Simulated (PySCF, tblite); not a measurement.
**4-fluoropyridine (C₅H₄FN): isotopologues and vibrational averages**

How do isotopes change the rotational constants and shieldings of 4-fluoropyridine (C₅H₄FN) (`Fc1ccncc1`)?

Computed with tblite 0.8.0 (tight binding) and PySCF 2.14.0 (DFT, with response routines of our own); each step states its level. Atoms count from 0 throughout.

### 1 The starting structure

11 atoms, charge 0, multiplicity 1; geometry from: force field or distance geometry start.

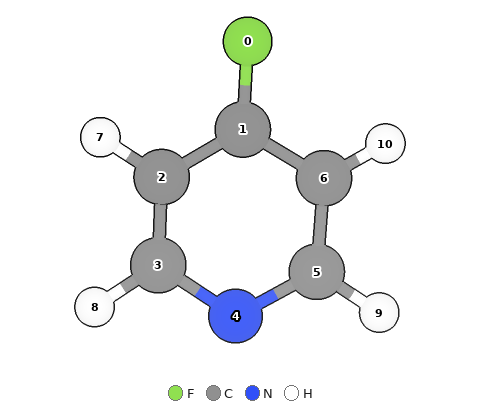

The starting geometry (fluorine green, carbon grey, nitrogen blue, hydrogen white), atoms numbered.

### 2 GFN2-xTB relaxation, lowest of a short conformer search

Job settings and geometry (Å):

```
{"job": {"xc": "GFN2-xTB", "basis": "xTB", "kind": "relax"}, "charge": 0, "multiplicity": 1}
F     -0.665000     2.393100     0.080800
C     -0.322000     1.112600    -0.005100
C     -1.247300     0.088600     0.057500
C     -0.882700    -1.188800    -0.041100
N      0.430900    -1.566200    -0.035900
C      1.371500    -0.586300    -0.085800
C      1.040200     0.776300    -0.040500
H     -2.291400     0.388700     0.107300
H     -1.587900    -2.056700     0.002800
H      2.433300    -0.890500    -0.105700
H      1.742000     1.540000    -0.038000
```

Started as:

```sh
> OMP_NUM_THREADS=1 python ens_run.py task.json out
```

This one command runs the whole study; its stages follow in the order run.

What it wrote:

```text
step      E/eV     max force
  0    -554.27754    3.989
  1    -554.46440    1.864
  2    -554.53917    0.625
  3    -554.56533    0.407
  4    -554.57624    0.282
  5    -554.57979    0.140
  6    -554.58161    0.110
  7    -554.58380    0.130
  8    -554.58488    0.096
  9    -554.58531    0.040
 10    -554.58547    0.028
 11    -554.58555    0.025
 12    -554.58559    0.023
 13    -554.58563    0.017
 14    -554.58568    0.021
 15    -554.58572    0.020
 16    -554.58574    0.017
 17    -554.58576    0.012
 18    -554.58577    0.012
 19    -554.58578    0.010
 20    -554.58579    0.009
 21    -554.58580    0.008
 22    -554.58580    0.008
 23    -554.58581    0.009
 24    -554.58582    0.008
 25    -554.58582    0.007
 26    -554.58582    0.005
 27    -554.58583    0.004
```

It took 0.13 s on 1 thread of AMD EPYC 7B13, shared host.

Gain 0.308 eV; displacement 0.04 Å root mean square.

### 3 Tight optimisation and Hessian

Job settings and geometry (Å):

```
{"job": {"xc": "PBE0", "basis": "pcSseg-1", "grid": 2, "temperatures": [100, 200], "kind": "geom"}, "charge": 0, "multiplicity": 1}
F     -0.675115     2.391496     0.070522
C     -0.308888     1.098381     0.027501
C     -1.279156     0.111494     0.042476
C     -0.836103    -1.202083    -0.004579
N      0.438996    -1.541649    -0.060663
C      1.345976    -0.581688    -0.073681
C      1.034142     0.769197    -0.031578
H     -2.325624     0.364363     0.088093
H     -1.539513    -2.023511     0.002874
H      2.375133    -0.910404    -0.120883
H      1.791849     1.535087    -0.043937
```

What it wrote:

```text
step   0  E = -9445.0380864 eV  max force = 0.69804
step   1  E = -9445.0554516 eV  max force = 0.06876
step   2  E = -9445.0556523 eV  max force = 0.01005
step   3  E = -9445.0556536 eV  max force = 0.00069
step   4  E = -9445.0556536 eV  max force = 0.00069
step   5  E = -9445.0556536 eV  max force = 0.00022
harmonic wavenumbers (cm-1): 238.1 401.0 413.6 518.2 544.0 677.7 751.0 849.8 852.2 863.4 977.8 1008.7 1020.6 1069.2 1093.0 1234.1 1300.6 1319.9 1346.1 1453.5 1540.5 1658.1 1665.0 3182.9 3185.4 3232.3 3233.1
```

It took 12 min on 1 thread of AMD EPYC 7B13, shared host; peak memory 0.61 GiB.

### 4 Displacements along the modes, parent

Job settings and geometry (Å):

```
{"job": {"xc": "PBE0", "basis": "pcSseg-1", "grid": 2, "temperatures": [100, 200], "kind": "vib", "mass_numbers": [19, 12, 12, 12, 14, 12, 12, 1, 1, 1, 1]}, "charge": 0, "multiplicity": 1}
F     -0.672600     2.382031     0.070400
C     -0.309162     1.099478     0.027246
C     -1.277837     0.112736     0.042019
C     -0.837019    -1.204923    -0.004652
N      0.444513    -1.561349    -0.061654
C      1.348119    -0.583619    -0.074158
C      1.032451     0.769665    -0.031575
H     -2.332475     0.367647     0.088295
H     -1.562068    -2.018398     0.004695
H      2.391592    -0.894246    -0.121134
H      1.796182     1.541661    -0.043337
```

What it wrote:

```text
mode    cm-1    km/mol   phi_rrr   E(+)/cm-1  E(-)/cm-1
  1    238.13     4.62      -1.0      43.03      42.97
  2    401.01     0.00      -0.1      72.40      72.37
  3    413.61     4.93      -0.9      74.67      74.37
  4    518.24     0.44      -7.8      93.03      93.59
  5    543.97    19.90       0.6      98.12      98.15
  6    677.70     0.25      -0.1     121.99     122.01
  7    751.04     0.28      -0.2     135.14     135.29
  8    849.83    52.62      71.1     155.58     150.46
  9    852.20    75.78       0.5     154.23     154.18
 10    863.40     0.02      -0.1     157.06     157.30
 11    977.77     1.08       0.0     176.78     177.01
 12   1008.74     0.00      -0.2     182.55     182.50
 13   1020.61     4.79      54.0     185.66     181.77
 14   1069.15     0.98     -18.9     192.05     193.41
 15   1093.00     0.37       0.1     197.05     197.19
 16   1234.07    22.50      57.9     224.38     220.21
 17   1300.57    57.29    -145.4     229.10     239.56
 18   1319.93     0.06      -0.2     237.76     238.01
 19   1346.14     0.89       0.1     242.69     242.22
 20   1453.52    13.61       0.1     261.70     261.82
 21   1540.47    55.92     -39.4     275.96     278.79
 22   1658.06   164.36    -124.4     294.05     303.00
 23   1664.97    52.42       7.3     300.07     299.63
 24   3182.92    19.45       7.6     575.82     575.26
 25   3185.36     1.94   -1314.1     528.73     623.20
 26   3232.29     0.10   -1340.7     536.27     632.66
 27   3233.13     0.00    -405.8     570.05     599.17
```

It took 13 min on 1 thread of AMD EPYC 7B13, shared host; peak memory 0.75 GiB.

### 5 Displacements along the modes, 2H at atom 8

The job, as its differences from that of step 4:

```diff
@@ -1,2 +1,2 @@
-{"job": {"xc": "PBE0", "basis": "pcSseg-1", "grid": 2, "temperatures": [100, 200], "kind": "vib", "mass_numbers": [19, 12, 12, 12, 14, 12, 12, 1, 1, 1, 1]}, "charge": 0, "multiplicity": 1}
+{"job": {"xc": "PBE0", "basis": "pcSseg-1", "grid": 2, "temperatures": [100, 200], "kind": "vib", "mass_numbers": [19, 12, 12, 12, 14, 12, 12, 1, 2, 1, 1]}, "charge": 0, "multiplicity": 1}
 F     -0.672600     2.382031     0.070400
```

What it wrote:

```text
mode    cm-1    km/mol   phi_rrr   E(+)/cm-1  E(-)/cm-1
  1    237.88     4.50      -1.0      42.99      42.93
  2    378.74     0.52      -0.1      68.39      68.39
  3    410.79     4.76      -0.5      74.17      73.85
  4    518.10     0.43      -7.7      93.01      93.56
  5    522.67    21.50       0.7      94.33      94.36
  6    670.23     0.28       1.6     120.70     120.61
  7    728.08     3.70      -0.3     131.11     131.22
  8    778.67     9.49       0.2     140.66     140.54
  9    818.52    45.76      52.9     149.32     145.52
 10    859.56    28.77      -0.2     157.23     157.06
 11    911.15    26.68      -0.3     166.29     166.50
 12    957.27     3.99     -22.9     171.66     173.37
 13    994.35     0.01       0.3     180.69     180.86
 14   1020.61     5.14      53.0     185.62     181.81
 15   1064.47     2.03     -11.7     191.50     192.32
 16   1126.01     0.40      53.0     204.93     201.35
 17   1266.07    60.56      76.2     230.94     225.23
 18   1312.84    15.31      -5.4     236.15     236.86
 19   1329.69     3.56     -30.7     238.68     240.68
 20   1422.78     8.54     -48.4     254.51     257.95
 21   1521.55    46.74     -39.8     272.50     275.47
 22   1653.54   176.24    -115.7     293.56     301.86
 23   1661.33    52.00     -19.4     298.47     299.93
 24   2356.15    10.73    1212.1     470.55     383.46
 25   3184.16    10.64   -1889.2     510.64     646.22
 26   3231.41     0.35   -1653.9     526.41     645.19
 27   3232.99     0.02   -1420.2     534.90     636.85
```

Run time: 13 min. Hardware: 1 thread of AMD EPYC 7B13, shared host; peak memory 0.75 GiB.

### 6 Vibrational averages by isotopologue

Job settings and geometry (Å):

```
{"job": {"xc": "PBE0", "basis": "pcSseg-1", "grid": 2, "temperatures": [100, 200], "kind": "iso"}, "charge": 0, "multiplicity": 1}
F     -0.672600     2.382031     0.070400
C     -0.309162     1.099478     0.027246
C     -1.277837     0.112736     0.042019
C     -0.837019    -1.204923    -0.004652
N      0.444513    -1.561349    -0.061654
C      1.348119    -0.583619    -0.074158
C      1.032451     0.769665    -0.031575
H     -2.332475     0.367647     0.088295
H     -1.562068    -2.018398     0.004695
H      2.391592    -0.894246    -0.121134
H      1.796182     1.541661    -0.043337
```

What it wrote:

```text
parent
  Be/MHz 6055.706 2594.507 1816.322
  B0/MHz 6010.0 2582.335 1805.913
  ZPE/cm-1 17814.9
  <sigma>(0 K)/ppm 267.142 6.344 66.120 23.091 -94.966 23.089 66.114 24.010 22.205 22.204 24.009
2H at atom 8
  Be/MHz 5772.757 2551.638 1769.496
  B0/MHz 5730.188 2539.491 1759.351
  ZPE/cm-1 17084.8
  <sigma>(0 K)/ppm 267.128 6.338 66.272 23.466 -94.631 23.072 66.089 24.009 22.296 22.202 24.006
```

Wall time 38 min (1 thread of AMD EPYC 7B13, shared host); peak memory 0.75 GiB. This counts the whole study up to here.

Rotational constants (MHz) at equilibrium and in the ground state:

| isotopologue | Be | B0 | zero-point change (cm⁻¹) |
| --- | --- | --- | --- |
| parent | 6055.7, 2594.5, 1816.3 | 6010.0, 2582.3, 1805.9 | 0.0 |
| 2H at atom 8 | 5772.8, 2551.6, 1769.5 | 5730.2, 2539.5, 1759.4 | -730.1 |

Shieldings of the first species (ppm): at equilibrium, the vibrational parts at 0 K, and the averages:

| atom | equilibrium | anharmonic | harmonic | 0 K | 100 K | 200 K |
| --- | --- | --- | --- | --- | --- | --- |
| F0 | 275.98 | -1.89 | -6.94 | 267.14 | 267.08 | 266.79 |
| C1 | 8.67 | -1.17 | -1.15 | 6.34 | 6.32 | 6.25 |
| C2 | 69.69 | -1.13 | -2.44 | 66.12 | 66.11 | 66.09 |
| C3 | 26.43 | -1.11 | -2.23 | 23.09 | 23.08 | 23.06 |
| N4 | -86.26 | -2.82 | -5.89 | -94.97 | -94.99 | -94.97 |
| C5 | 26.43 | -1.11 | -2.23 | 23.09 | 23.08 | 23.06 |
| C6 | 69.70 | -1.14 | -2.44 | 66.11 | 66.10 | 66.08 |
| H7 | 24.39 | -0.10 | -0.28 | 24.01 | 24.01 | 24.01 |
| H8 | 22.62 | -0.11 | -0.30 | 22.20 | 22.20 | 22.20 |
| H9 | 22.62 | -0.11 | -0.30 | 22.20 | 22.20 | 22.20 |
| H10 | 24.39 | -0.10 | -0.28 | 24.01 | 24.01 | 24.01 |

Isotope effects on the shieldings at 0 K (ppb; positive means more shielded):

| atom | 2H at atom 8 |
| --- | --- |
| F0 | -14 |
| C1 | -6 |
| C2 | 151 |
| C3 | 376 |
| N4 | 335 |
| C5 | -16 |
| C6 | -25 |
| H7 | 0 |
| H8 | 91 |
| H9 | -2 |
| H10 | -4 |

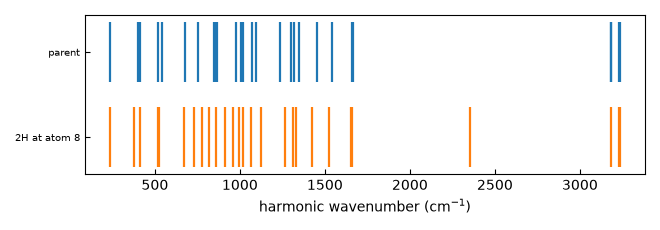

Harmonic wavenumbers of each isotopologue.

### 7 Outcome

| quantity | value |
| --- | --- |
| point group | C2v |
| B0 of the first species | 6010.0, 2582.3, 1805.9 MHz |
| zero-point energy | 17815 cm⁻¹ |
| zero-point change of σ(F0) | -8.84 ppm |

Zero-point motion changes the shielding of F0 most, by -8.84 ppm. The largest secondary isotope effect is 376 ppb on C3, 1 bond from the change (2H at atom 8). The job flags a low mode; perturbation theory is less sure for low modes.
